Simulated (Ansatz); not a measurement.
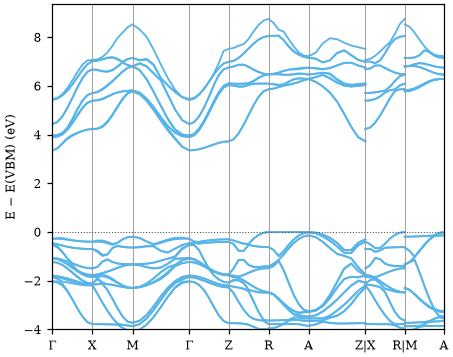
Fig. 1. Band structure from the program Ansatz at the PBEsol with spin–orbit coupling level (PAW)

Task: Read off the gap and where the band edges lie.

Result: About 3.4 eV (3.35 eV by a search for the band edges); maximum at A, minimum at Γ.

The material is SrZrO$_{3}$ in space group P4mm (No. 99; Sr on 1b, Zr on 1a, O on 1a, O on 2c).

The workflow started from a Materials Project entry (that database holds measured and hypothetical structures alike); the Crystallography Open Database copy checked does not list it. COD files the formula under space group No. 62, 63, 221, so this cell is another polymorph or a model. Its standing as an ambient phase is unchecked. Symmetry was held in the PBEsol relaxation. At this level the phase is dynamically unstable (imaginary phonons). The run is not spin-polarised.

Potentials: the later of the program's two PAW sets.
